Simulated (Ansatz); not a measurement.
# C3H3F3 (SMILES F/C=C(/F)CF): a chain of runs

We compute a point of an energy scan (r2SCAN0-D3(BJ)-ATM/STO-3G), then a point of an energy scan (r2SCAN0-D3(BJ)-ATM/STO-3G), then a point of an energy scan (r2SCAN0-D3(BJ)-ATM/STO-3G), then a point of an energy scan (r2SCAN0-D3(BJ)-ATM/STO-3G), then a point of an energy scan (U-r2SCAN0-D3(BJ)-ATM/STO-3G), then a point of an energy scan (U-r2SCAN0-D3(BJ)-ATM/STO-3G) of C3H3F3. 

Program for the calculation: Ansatz 0.2.0.

## 1. The molecule

C3H3F3: 9 atoms, total charge 0, spin state singlet. As SMILES, `F/C=C(/F)CF`. The shape is that of a PBE0-D4/def2-TZVP optimisation. This is one conformer, not always the lowest.

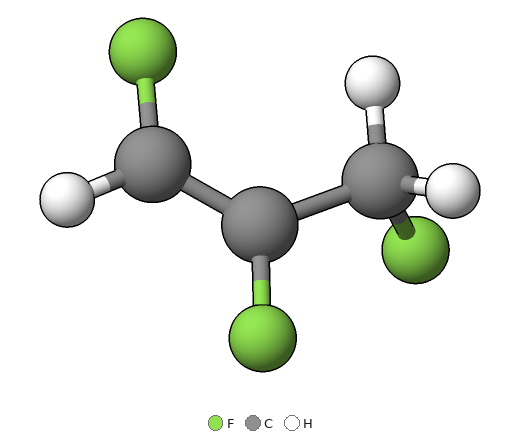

Viewed from a chosen angle; fluorine green, carbon grey, hydrogen white.

## 2. A point of an energy scan at r2SCAN0-D3(BJ)-ATM/STO-3G (held atoms (9, 5), held distance 1.0912 angstrom) (run 1)

Input file run.yaml:

```yaml
crystal:
  periodic: [false, false, false]
  atoms:
    - {symbol: F, position_ang: [-1.763900, -1.116100, 0.099900]}
    - {symbol: C, position_ang: [-0.618800, -1.106900, -0.581600]}
    - {symbol: C, position_ang: [0.313600, -0.196800, -0.346900]}
    - {symbol: F, position_ang: [1.436400, -0.242200, -1.077100]}
    - {symbol: C, position_ang: [0.268300, 0.880400, 0.664000]}
    - {symbol: F, position_ang: [0.191400, 2.119100, 0.055000]}
    - {symbol: H, position_ang: [-0.529300, -1.894100, -1.319400]}
    - {symbol: H, position_ang: [1.180500, 0.864700, 1.268600]}
    - {symbol: H, position_ang: [-0.604000, 0.749500, 1.306400]}
basis:
  gaussian:
    orbitals: STO-3G
magnetization:
  spin_polarized: false
  initial_magnetization: 0
hamiltonian:
  xc: {name: r2SCAN0}
  dispersion: d3bjatm
relax:
  max_steps: 60
  constraints: [{distance: [8, 4], at: 1.0912}]
```

Run with:

```sh
ansatz run run.yaml --threads 1 --pin off --max-ram 2610MiB --events-out events.jsonl --progress --plain --runs-dir runs
```

Output:

```text
Warning: RAYON_NUM_THREADS=1 ignored (pool sized by the plan → 1); use --threads N
The last accepted step is kept in runs//last_step.txt (removed where the run ends without a failure and the disk answers)
[... 89 lines left out ...]
Total energy: -11148.05107559 eV, -409.6833206074 hartree
[... 9 lines left out ...]
Dipole moment:     0.019607    -0.177664     0.101510 e Å
```

It took 33 s on 1 thread of Intel Xeon Platinum 8259CL at 2.50GHz (Skylake/Cascade Lake), shared host; peak memory 0.15 GiB.

## 3. A point of an energy scan at r2SCAN0-D3(BJ)-ATM/STO-3G (held atoms (9, 5), held distance 1.2003 angstrom) (run 2)

Input file in.yaml:

```yaml
crystal:
  periodic: [false, false, false]
  atoms:
    - {symbol: F, position_ang: [-1.811365, -1.044997, 0.096839]}
    - {symbol: C, position_ang: [-0.640647, -1.101281, -0.592234]}
    - {symbol: C, position_ang: [0.367637, -0.229133, -0.370303]}
    - {symbol: F, position_ang: [1.531268, -0.313551, -1.074868]}
    - {symbol: C, position_ang: [0.271266, 0.906356, 0.669675]}
    - {symbol: F, position_ang: [0.070446, 2.156930, 0.069048]}
    - {symbol: H, position_ang: [-0.560527, -1.908236, -1.335687]}
    - {symbol: H, position_ang: [1.205631, 0.925205, 1.271243]}
    - {symbol: H, position_ang: [-0.559509, 0.666306, 1.335187]}
basis:
  gaussian:
    orbitals: STO-3G
hamiltonian:
  xc: {name: r2SCAN0}
  dispersion: d3bjatm
relax:
  max_steps: 60
  constraints: [{distance: [8, 4], at: 1.2003}]
```

Run with:

```sh
ansatz run in.yaml --threads 1 --pin off --max-ram 2610MiB --events-out events.jsonl --progress --plain --runs-dir runs
```

Output, cut to the lines that bear on the results:

```text
Warning: RAYON_NUM_THREADS=1 ignored (pool sized by the plan → 1); use --threads N
[... 1 set-up line as earlier in the session ...]
[... 60 lines left out ...]
Total energy: -11147.92183443 eV, -409.6785710825 hartree
[... 9 lines left out ...]
Dipole moment:     0.022707    -0.172769     0.094925 e Å
```

Wall time 21 s (1 thread of Intel Xeon Platinum 8259CL at 2.50GHz (Skylake/Cascade Lake), shared host); peak memory 0.14 GiB.

## 4. A point of an energy scan at r2SCAN0-D3(BJ)-ATM/STO-3G (held atoms (9, 5), held distance 1.3094 angstrom) (run 3)

Input file job.yaml:

```yaml
basis:
  gaussian:
    orbitals: STO-3G
crystal:
  periodic: [false, false, false]
  atoms:
    - {symbol: F, position_ang: [-1.807171, -1.039634, 0.095417]}
    - {symbol: C, position_ang: [-0.637359, -1.098901, -0.594348]}
    - {symbol: C, position_ang: [0.373324, -0.227999, -0.378526]}
    - {symbol: F, position_ang: [1.535325, -0.322249, -1.086070]}
    - {symbol: C, position_ang: [0.289093, 0.913663, 0.654804]}
    - {symbol: F, position_ang: [0.081157, 2.159269, 0.058912]}
    - {symbol: H, position_ang: [-0.558489, -1.908961, -1.334677]}
    - {symbol: H, position_ang: [1.220154, 0.932432, 1.262784]}
    - {symbol: H, position_ang: [-0.621835, 0.649978, 1.390603]}
hamiltonian:
  xc: {name: r2SCAN0}
  dispersion: d3bjatm
relax:
  max_steps: 60
  constraints: [{distance: [8, 4], at: 1.3094}]
```

Run with:

```sh
ansatz run job.yaml --threads 1 --pin off --max-ram 2610MiB --events-out events.jsonl --progress --plain --runs-dir runs
```

Output, cut to the lines that bear on the results:

```text
Warning: RAYON_NUM_THREADS=1 ignored (pool sized by the plan → 1); use --threads N
[... 1 set-up line as earlier in the session ...]
[... 60 lines left out ...]
Total energy: -11147.49771117 eV, -409.6629848400 hartree
[... 9 lines left out ...]
Dipole moment:     0.029614    -0.167147     0.082718 e Å
```

Wall time 21 s (1 thread of Intel Xeon Platinum 8259CL at 2.50GHz (Skylake/Cascade Lake), shared host); peak memory 0.14 GiB.

## 5. A point of an energy scan at r2SCAN0-D3(BJ)-ATM/STO-3G (held atoms (9, 5), held distance 1.4731 angstrom) (run 4)

Input file input.yaml:

```yaml
crystal:
  periodic: [false, false, false]
  atoms:
    - {symbol: F, position_ang: [-1.802770, -1.031046, 0.094154]}
    - {symbol: C, position_ang: [-0.633934, -1.095730, -0.596074]}
    - {symbol: C, position_ang: [0.380060, -0.226840, -0.387105]}
    - {symbol: F, position_ang: [1.540542, -0.331843, -1.097097]}
    - {symbol: C, position_ang: [0.307595, 0.920479, 0.638918]}
    - {symbol: F, position_ang: [0.089343, 2.161092, 0.049434]}
    - {symbol: H, position_ang: [-0.557457, -1.909694, -1.332530]}
    - {symbol: H, position_ang: [1.233936, 0.941003, 1.254835]}
    - {symbol: H, position_ang: [-0.683116, 0.630177, 1.444364]}
basis:
  gaussian: {orbitals: STO-3G}
hamiltonian: {xc: {name: r2SCAN0}, dispersion: d3bjatm}
relax: {max_steps: 60, constraints: [{distance: [8, 4], at: 1.4731}]}
```

Run with:

```sh
ansatz run input.yaml --threads 1 --pin off --max-ram 2610MiB --events-out events.jsonl --progress --plain --runs-dir runs
```

Output, cut to the lines that bear on the results:

```text
Warning: RAYON_NUM_THREADS=1 ignored (pool sized by the plan → 1); use --threads N
[... 1 set-up line as earlier in the session ...]
[... 89 lines left out ...]
Total energy: -11146.60020823 eV, -409.6300022154 hartree
[... 9 lines left out ...]
Dipole moment:     0.048281    -0.155728     0.054644 e Å
```

Wall time 32 s (1 thread of Intel Xeon Platinum 8259CL at 2.50GHz (Skylake/Cascade Lake), shared host); peak memory 0.15 GiB.

## 6. A point of an energy scan at U-r2SCAN0-D3(BJ)-ATM/STO-3G (held atoms (9, 5), held distance 1.6368 angstrom) (run 5)

Input file job.yaml:

```yaml
crystal:
  periodic: [false, false, false]
  atoms:
    - {symbol: F, position_ang: [-1.803336, -0.995293, 0.076242]}
    - {symbol: C, position_ang: [-0.630893, -1.084090, -0.603826]}
    - {symbol: C, position_ang: [0.395241, -0.228181, -0.397591]}
    - {symbol: F, position_ang: [1.560958, -0.363941, -1.095525]}
    - {symbol: C, position_ang: [0.335769, 0.929378, 0.613063]}
    - {symbol: F, position_ang: [0.068798, 2.156763, 0.036052]}
    - {symbol: H, position_ang: [-0.560013, -1.909607, -1.328260]}
    - {symbol: H, position_ang: [1.262181, 0.971023, 1.228137]}
    - {symbol: H, position_ang: [-0.754506, 0.581546, 1.540607]}
basis:
  gaussian:
    orbitals: STO-3G
magnetization:
  spin_polarized: true
hamiltonian:
  xc: {name: r2SCAN0}
  dispersion: d3bjatm
total_charge: 0
relax:
  max_steps: 60
  constraints: [{distance: [8, 4], at: 1.6368}]
```

Run with:

```sh
ansatz run job.yaml --threads 1 --pin off --max-ram 2610MiB --events-out events.jsonl --progress --plain --runs-dir runs
```

Output, cut to the lines that bear on the results:

```text
Warning: RAYON_NUM_THREADS=1 ignored (pool sized by the plan → 1); use --threads N
[... 1 set-up line as earlier in the session ...]
[... 349 lines left out ...]
Total energy: -11145.63646858 eV, -409.5945854366 hartree
[... 9 lines left out ...]
Dipole moment:     0.122774    -0.056827    -0.060981 e Å
```

Wall time 3.9 min (1 thread of Intel Xeon Platinum 8259CL at 2.50GHz (Skylake/Cascade Lake), shared host); peak memory 0.21 GiB.

## 7. A point of an energy scan at U-r2SCAN0-D3(BJ)-ATM/STO-3G (held atoms (9, 5), held distance 1.855 angstrom) (run 6)

Input file run.yaml:

```yaml
crystal:
  periodic: [false, false, false]
  atoms:
    - symbol: F
      position_ang: [-1.921286, -0.425014, -0.778682]
    - symbol: C
      position_ang: [-0.667783, -0.943696, -0.838953]
    - symbol: C
      position_ang: [0.391713, -0.366239, -0.224993]
    - symbol: F
      position_ang: [1.633972, -0.924106, -0.304269]
    - symbol: C
      position_ang: [0.305669, 0.919040, 0.599426]
    - symbol: F
      position_ang: [-0.788923, 1.689381, 0.309289]
    - symbol: H
      position_ang: [-0.554880, -1.866409, -1.427313]
    - symbol: H
      position_ang: [1.259159, 1.490716, 0.559580]
    - symbol: H
      position_ang: [0.216558, 0.483925, 2.174814]
basis:
  gaussian: {orbitals: STO-3G}
magnetization: {spin_polarized: true, initial_magnetization: 0}
hamiltonian: {xc: {name: r2SCAN0}, dispersion: d3bjatm}
relax: {max_steps: 60, constraints: [{distance: [8, 4], at: 1.855}]}
```

Run with:

```sh
ansatz run run.yaml --threads 1 --pin off --max-ram 2610MiB --events-out events.jsonl --progress --plain --runs-dir runs
```

Output, cut to the lines that bear on the results:

```text
Warning: RAYON_NUM_THREADS=1 ignored (pool sized by the plan → 1); use --threads N
[... 1 set-up line as earlier in the session ...]
[... 68 lines left out ...]
Total energy: -11144.49872589 eV, -409.5527741639 hartree
[... 9 lines left out ...]
Dipole moment:     0.102508    -0.044995    -0.115667 e Å
```

Wall time 48 s (1 thread of Intel Xeon Platinum 8259CL at 2.50GHz (Skylake/Cascade Lake), shared host); peak memory 0.21 GiB.

## 8. Outcome

| quantity | value |
| --- | --- |
| run 1, r2SCAN0-D3(BJ)-ATM/STO-3G: total energy | -409.68332 Eh |
| run 1, r2SCAN0-D3(BJ)-ATM/STO-3G: dipole moment | 0.99 D |
| run 1, r2SCAN0-D3(BJ)-ATM/STO-3G: dispersion energy | -4.21 kJ/mol |
| run 2, r2SCAN0-D3(BJ)-ATM/STO-3G: total energy | -409.67857 Eh |
| run 2, r2SCAN0-D3(BJ)-ATM/STO-3G: dipole moment | 0.95 D |
| run 3, r2SCAN0-D3(BJ)-ATM/STO-3G: total energy | -409.66298 Eh |
| run 3, r2SCAN0-D3(BJ)-ATM/STO-3G: dipole moment | 0.91 D |
| run 3, r2SCAN0-D3(BJ)-ATM/STO-3G: dispersion energy | -4.23 kJ/mol |
| run 4, r2SCAN0-D3(BJ)-ATM/STO-3G: total energy | -409.63000 Eh |
| run 4, r2SCAN0-D3(BJ)-ATM/STO-3G: dipole moment | 0.83 D |
| run 4, r2SCAN0-D3(BJ)-ATM/STO-3G: dispersion energy | -4.56 kJ/mol |
| run 5, U-r2SCAN0-D3(BJ)-ATM/STO-3G: total energy | -409.59459 Eh |
| run 5, U-r2SCAN0-D3(BJ)-ATM/STO-3G: dipole moment | 0.71 D |
| run 5, U-r2SCAN0-D3(BJ)-ATM/STO-3G: dispersion energy | -4.68 kJ/mol |
| run 6, U-r2SCAN0-D3(BJ)-ATM/STO-3G: total energy | -409.55277 Eh |
| run 6, U-r2SCAN0-D3(BJ)-ATM/STO-3G: dipole moment | 0.77 D |
| run 6, U-r2SCAN0-D3(BJ)-ATM/STO-3G: dispersion energy | -4.67 kJ/mol |
| run 6, U-r2SCAN0-D3(BJ)-ATM/STO-3G: ⟨S²⟩ | 0.376 |

Mulliken charges (run 1, r2SCAN0-D3(BJ)-ATM/STO-3G) run from -0.11 on F6 to +0.09 on H9. Mulliken charges (run 2, r2SCAN0-D3(BJ)-ATM/STO-3G) run from -0.11 on F6 to +0.09 on H7; they depend strongly on the basis. Mulliken charges (run 4, r2SCAN0-D3(BJ)-ATM/STO-3G) run from -0.10 on F6 to +0.09 on H7. ⟨S²⟩ (run 6, U-r2SCAN0-D3(BJ)-ATM/STO-3G) is 0.38 where a pure singlet has 0.00: the reference is spin-contaminated.
